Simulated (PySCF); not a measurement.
**UTPSSh/cc-pVDZ run of C2H6BFN (SMILES NB[CH]CF)**

What is the vertical ionisation energy of C2H6BFN at UTPSSh/cc-pVDZ? Input form: a Python script.

The calculation is run with PySCF 2.14.0.

### Step 1. The system as given

The species is C2H6BFN (11 atoms), meant as a doublet with charge 0. SMILES: `NB[CH]CF`. The shape is that of a GFN2-xTB optimisation. This is one conformer, not always the lowest.

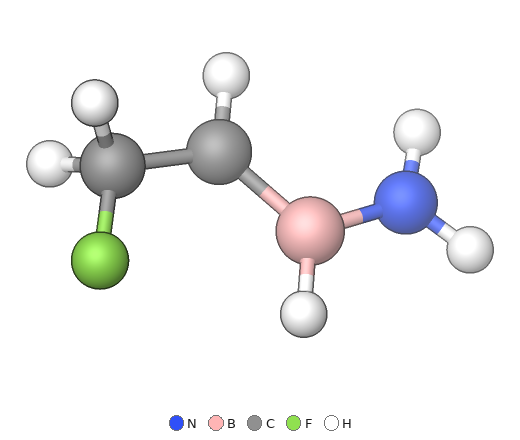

Viewed from a chosen angle; nitrogen blue, boron pink, carbon grey, fluorine green, hydrogen white.

### Step 2. A single-point energy at UTPSSh/cc-pVDZ

The input, input.py:

```python
from pyscf import gto, dft

system = gto.M(
    atom='''
N     -1.970380    -0.318980     0.723670
B     -0.732840    -0.634710     0.151520
C      0.290140     0.477700    -0.002220
C      1.641350     0.360680    -0.584460
F      1.938190    -0.898870    -1.044160
H     -2.704680    -0.989300     0.867430
H     -2.214550     0.606480     1.033650
H     -0.529550    -1.736470    -0.184960
H      0.087320     1.489080     0.330380
H      1.772270     1.037720    -1.445380
H      2.422720     0.606660     0.154530
''',
    max_memory=1860,
    verbose=4,
    charge=0,
    basis='cc-pvdz',
    spin=1,
)

mf = dft.UKS(system, xc='tpssh')
mf.conv_tol = 1e-10
mf.grids.level = 6
mf.kernel()
if not mf.converged:
    mf = mf.newton().run(mf.mo_coeff, mf.mo_occ)

e_final = mf.e_tot
print('Final energy', e_final)
```

Run with:

```console
OMP_NUM_THREADS=1 python input.py
```

The program printed:

```text
PySCF version 2.14.0

[INPUT] num. atoms = 11
[INPUT] num. electrons = 39
[INPUT] charge = 0
[INPUT] spin (= nelec alpha-beta = 2S) = 1
[INPUT] symmetry False subgroup None
[INPUT] Mole.unit = angstrom
[INPUT] Symbol           X                Y                Z      unit          X                Y                Z       unit  Magmom
[INPUT]  1 N     -1.970380000000  -0.318980000000   0.723670000000 AA   -3.723478561321  -0.602784839214   1.367538104564 Bohr   0.0
[INPUT]  2 B     -0.732840000000  -0.634710000000   0.151520000000 AA   -1.384866893126  -1.199428068523   0.286331302394 Bohr   0.0
[INPUT]  3 C      0.290140000000   0.477700000000  -0.002220000000 AA    0.548285137781   0.902722169705  -0.004195191997 Bohr   0.0
[INPUT]  4 C      1.641350000000   0.360680000000  -0.584460000000 AA    3.101701974555   0.681586418608  -1.104469330763 Bohr   0.0
[INPUT]  5 F      1.938190000000  -0.898870000000  -1.044160000000 AA    3.662648277371  -1.698618121588  -1.973176430226 Bohr   0.0
[INPUT]  6 H     -2.704680000000  -0.989300000000   0.867430000000 AA   -5.111104454589  -1.869506055032   1.639205132231 Bohr   0.0
[INPUT]  7 H     -2.214550000000   0.606480000000   1.033650000000 AA   -4.184892989156   1.146081100026   1.953315408657 Bohr   0.0
[INPUT]  8 H     -0.529550000000  -1.736470000000  -0.184960000000 AA   -1.000704469263  -3.281452723523  -0.349523744000 Bohr   0.0
[INPUT]  9 H      0.087320000000   1.489080000000   0.330380000000 AA    0.165010885197   2.813953377567   0.624327717034 Bohr   0.0
[INPUT] 10 H      1.772270000000   1.037720000000  -1.445380000000 AA    3.349104918783   1.961006593984  -2.731372345924 Bohr   0.0
[INPUT] 11 H      2.422720000000   0.606660000000   0.154530000000 AA    4.578277276506   1.146421250729   0.292019378029 Bohr   0.0

nuclear repulsion = 156.713127181397
number of shells = 43
number of NR pGTOs = 172
number of NR cGTOs = 100
basis = cc-pvdz
ecp = {}

******** <class 'pyscf.dft.uks.UKS'> ********
method = UKS
initial guess = minao
damping factor = 0
level_shift factor = 0
DIIS = <class 'pyscf.scf.diis.CDIIS'>
diis_start_cycle = 1
diis_space = 8
diis_damp = 0
SCF conv_tol = 1e-10
SCF conv_tol_grad = None
SCF max_cycles = 50
direct_scf = True
direct_scf_tol = 1e-13
number electrons alpha = 20  beta = 19
XC library pyscf.dft.libxc version 7.0.0
    S. Lehtola, C. Steigemann, M. J.T. Oliveira, and M. A.L. Marques.,  SoftwareX 7, 1–5 (2018)
XC functionals = tpssh
radial grids:
    Treutler-Ahlrichs [JCP 102, 346 (1995); DOI:10.1063/1.469408] (M4) radial grids

becke partition: Becke, JCP 88, 2547 (1988); DOI:10.1063/1.454033
pruning grids: <function nwchem_prune>
grids dens level: 6
symmetrized grids: False
atomic radii adjust function: <function treutler_atomic_radii_adjust>
small_rho_cutoff = 0
Set gradient conv threshold to 1e-05
tot grids = 523056
init E= -259.603867803
[... the frontier-level lines of each cycle are left out ...]

cycle= 1 E= -259.19969009621  delta_E= 0.404  |g|= 0.427  |ddm|= 2.12
cycle= 2 E= -259.135313782977  delta_E= 0.0644  |g|= 0.616  |ddm|= 0.912
cycle= 3 E= -259.275952141122  delta_E= -0.141  |g|= 0.0824  |ddm|= 0.56
cycle= 4 E= -259.279094333081  delta_E= -0.00314  |g|= 0.0295  |ddm|= 0.0956
cycle= 5 E= -259.279548404556  delta_E= -0.000454  |g|= 0.0136  |ddm|= 0.0316
cycle= 6 E= -259.279631311721  delta_E= -8.29e-05  |g|= 0.00438  |ddm|= 0.0126
cycle= 7 E= -259.279642186058  delta_E= -1.09e-05  |g|= 0.00149  |ddm|= 0.00504
cycle= 8 E= -259.279643594247  delta_E= -1.41e-06  |g|= 0.000638  |ddm|= 0.00204
cycle= 9 E= -259.279643862864  delta_E= -2.69e-07  |g|= 0.000101  |ddm|= 0.000793
cycle= 10 E= -259.279643872471  delta_E= -9.61e-09  |g|= 4.78e-05  |ddm|= 0.000187
cycle= 11 E= -259.279643873811  delta_E= -1.34e-09  |g|= 2.16e-05  |ddm|= 6.94e-05
cycle= 12 E= -259.279643873998  delta_E= -1.87e-10  |g|= 1.41e-05  |ddm|= 3.05e-05
cycle= 13 E= -259.279643874064  delta_E= -6.62e-11  |g|= 5.93e-06  |ddm|= 1.39e-05
Extra cycle  E= -259.279643874038  delta_E= 2.66e-11  |g|= 1e-05  |ddm|= 1.18e-05
converged SCF energy = -259.279643874038  <S^2> = 0.7560182  2S+1 = 2.0060092
Final energy -259.2796438740377
```

It took 3.1 min on 1 thread of Arm Neoverse V2, shared host; peak memory 0.58 GiB.

### Step 3. The singlet cation, same level

The input, calc.py:

```python
from pyscf import gto, dft

mol = gto.Mole()
mol.atom = [
    ('N', (-1.970380, -0.318980, 0.723670)),
    ('B', (-0.732840, -0.634710, 0.151520)),
    ('C', (0.290140, 0.477700, -0.002220)),
    ('C', (1.641350, 0.360680, -0.584460)),
    ('F', (1.938190, -0.898870, -1.044160)),
    ('H', (-2.704680, -0.989300, 0.867430)),
    ('H', (-2.214550, 0.606480, 1.033650)),
    ('H', (-0.529550, -1.736470, -0.184960)),
    ('H', (0.087320, 1.489080, 0.330380)),
    ('H', (1.772270, 1.037720, -1.445380)),
    ('H', (2.422720, 0.606660, 0.154530)),
]
mol.spin = 0
mol.verbose = 4
mol.charge = 1
mol.basis = 'cc-pvdz'
mol.max_memory = 1860
mol.build()

ks = dft.RKS(mol, xc='tpssh')
ks.grids.level = 6
ks.conv_tol = 1e-10
ks.kernel()
if not ks.converged:
    ks = ks.newton().run(ks.mo_coeff, ks.mo_occ)

etot = ks.e_tot
print('E(%s) = %.9f' % ('TPSSH', etot))
```

Run with:

```console
OMP_NUM_THREADS=1 python calc.py
```

The program printed:

```text
PySCF version 2.14.0

[INPUT] num. atoms = 11
[INPUT] num. electrons = 38
[INPUT] charge = 1
[INPUT] spin (= nelec alpha-beta = 2S) = 0
[INPUT] symmetry False subgroup None
[INPUT] Mole.unit = angstrom
[INPUT] Symbol           X                Y                Z      unit          X                Y                Z       unit  Magmom
[INPUT]  1 N     -1.970380000000  -0.318980000000   0.723670000000 AA   -3.723478561321  -0.602784839214   1.367538104564 Bohr   0.0
[INPUT]  2 B     -0.732840000000  -0.634710000000   0.151520000000 AA   -1.384866893126  -1.199428068523   0.286331302394 Bohr   0.0
[INPUT]  3 C      0.290140000000   0.477700000000  -0.002220000000 AA    0.548285137781   0.902722169705  -0.004195191997 Bohr   0.0
[INPUT]  4 C      1.641350000000   0.360680000000  -0.584460000000 AA    3.101701974555   0.681586418608  -1.104469330763 Bohr   0.0
[INPUT]  5 F      1.938190000000  -0.898870000000  -1.044160000000 AA    3.662648277371  -1.698618121588  -1.973176430226 Bohr   0.0
[INPUT]  6 H     -2.704680000000  -0.989300000000   0.867430000000 AA   -5.111104454589  -1.869506055032   1.639205132231 Bohr   0.0
[INPUT]  7 H     -2.214550000000   0.606480000000   1.033650000000 AA   -4.184892989156   1.146081100026   1.953315408657 Bohr   0.0
[INPUT]  8 H     -0.529550000000  -1.736470000000  -0.184960000000 AA   -1.000704469263  -3.281452723523  -0.349523744000 Bohr   0.0
[INPUT]  9 H      0.087320000000   1.489080000000   0.330380000000 AA    0.165010885197   2.813953377567   0.624327717034 Bohr   0.0
[INPUT] 10 H      1.772270000000   1.037720000000  -1.445380000000 AA    3.349104918783   1.961006593984  -2.731372345924 Bohr   0.0
[INPUT] 11 H      2.422720000000   0.606660000000   0.154530000000 AA    4.578277276506   1.146421250729   0.292019378029 Bohr   0.0

nuclear repulsion = 156.713127181397
number of shells = 43
number of NR pGTOs = 172
number of NR cGTOs = 100
basis = cc-pvdz
ecp = {}

******** <class 'pyscf.dft.rks.RKS'> ********
method = RKS
initial guess = minao
damping factor = 0
level_shift factor = 0
DIIS = <class 'pyscf.scf.diis.CDIIS'>
diis_start_cycle = 1
diis_space = 8
diis_damp = 0
SCF conv_tol = 1e-10
SCF conv_tol_grad = None
SCF max_cycles = 50
direct_scf = True
direct_scf_tol = 1e-13
XC library pyscf.dft.libxc version 7.0.0
    S. Lehtola, C. Steigemann, M. J.T. Oliveira, and M. A.L. Marques.,  SoftwareX 7, 1–5 (2018)
XC functionals = tpssh
radial grids:
    Treutler-Ahlrichs [JCP 102, 346 (1995); DOI:10.1063/1.469408] (M4) radial grids

becke partition: Becke, JCP 88, 2547 (1988); DOI:10.1063/1.454033
pruning grids: <function nwchem_prune>
grids dens level: 6
symmetrized grids: False
atomic radii adjust function: <function treutler_atomic_radii_adjust>
small_rho_cutoff = 0
Set gradient conv threshold to 1e-05
Initial guess from minao.
tot grids = 523056
init E= -259.603867803
  HOMO = -0.356214061972159  LUMO = -0.223564839167862  gap/eV = 3.60957
cycle= 1 E= -258.908439529803  delta_E= 0.695  |g|= 0.583  |ddm|= 2.96
  HOMO = -0.427332117038925  LUMO = -0.407797079321294  gap/eV = 0.53158
cycle= 2 E= -257.723781456315  delta_E= 1.18  |g|= 2.31  |ddm|= 2.03
  HOMO = -0.475350604646161  LUMO = -0.381455286231778  gap/eV = 2.55502
cycle= 3 E= -258.940057683007  delta_E= -1.22  |g|= 0.366  |ddm|=  1.8
  HOMO = -0.513332009406288  LUMO = -0.393868126975858  gap/eV = 3.25078
cycle= 4 E= -258.959246791339  delta_E= -0.0192  |g|= 0.27  |ddm|= 0.514
  HOMO = -0.511917375766566  LUMO = -0.401370204646142  gap/eV = 3.00814
cycle= 5 E= -258.977681123255  delta_E= -0.0184  |g|= 0.0906  |ddm|= 0.252
  HOMO = -0.511452660408277  LUMO = -0.395568097692656  gap/eV = 3.15338
cycle= 6 E= -258.979869711361  delta_E= -0.00219  |g|= 0.0192  |ddm|= 0.0828
  HOMO = -0.511271298267985  LUMO = -0.396632147159077  gap/eV = 3.11949
cycle= 7 E= -258.979966128038  delta_E= -9.64e-05  |g|= 0.00486  |ddm|= 0.0183
  HOMO = -0.511355388387409  LUMO = -0.396182300199473  gap/eV = 3.13402
cycle= 8 E= -258.979972403585  delta_E= -6.28e-06  |g|= 0.000796  |ddm|= 0.00472
  HOMO = -0.511426701527355  LUMO = -0.396287449186119  gap/eV = 3.13310
cycle= 9 E= -258.979972557808  delta_E= -1.54e-07  |g|= 0.000217  |ddm|= 0.000748
  HOMO = -0.511409707384322  LUMO = -0.396262218776552  gap/eV = 3.13332
cycle= 10 E= -258.979972570246  delta_E= -1.24e-08  |g|= 5.71e-05  |ddm|= 0.00024
  HOMO = -0.511414514982242  LUMO = -0.396271526728209  gap/eV = 3.13320
cycle= 11 E= -258.979972571108  delta_E= -8.63e-10  |g|= 2.23e-05  |ddm|= 7.15e-05
  HOMO = -0.511414394248103  LUMO = -0.396270368208117  gap/eV = 3.13323
cycle= 12 E= -258.979972571196  delta_E= -8.74e-11  |g|= 4.92e-06  |ddm|= 1.8e-05
  HOMO = -0.511413332813137  LUMO = -0.396270777216326  gap/eV = 3.13319
Extra cycle  E= -258.979972571126  delta_E= 7e-11  |g|= 1.64e-05  |ddm|= 1.74e-05
converged SCF energy = -258.979972571126
E(TPSSH) = -258.979972571
```

Wall time 87 s (1 thread of Arm Neoverse V2, shared host); peak memory 0.57 GiB.

### Step 4. What came out

At UTPSSh/cc-pVDZ:

| quantity | value |
| --- | --- |
| doublet C2H6BFN: total energy | -259.27964 Eh |
| doublet C2H6BFN: dipole moment | 3.09 D |
| doublet C2H6BFN: HOMO energy (highest over α and β) | -5.38 eV |
| doublet C2H6BFN: LUMO energy (lowest over α and β) | -2.53 eV |
| doublet C2H6BFN: ⟨S²⟩ | 0.756 |
| singlet cation: total energy | -258.97997 Eh |
| singlet cation: HOMO energy | -13.92 eV |
| singlet cation: LUMO energy | -10.78 eV |
| singlet cation: HOMO–LUMO gap | 3.13 eV |
| vertical ionisation energy (to the singlet cation) | 8.154 eV |

**Reading.** The vertical ionisation energy comes to 8.15 eV (787 kJ/mol). Only the singlet of the ionised species was computed; a triplet could lie lower. Mulliken charges (doublet C2H6BFN) run from -0.24 on F5 to +0.25 on C4; they depend strongly on the basis. Mulliken charges (singlet cation) run from -0.17 on F5 to +0.23 on C4; they depend strongly on the basis.
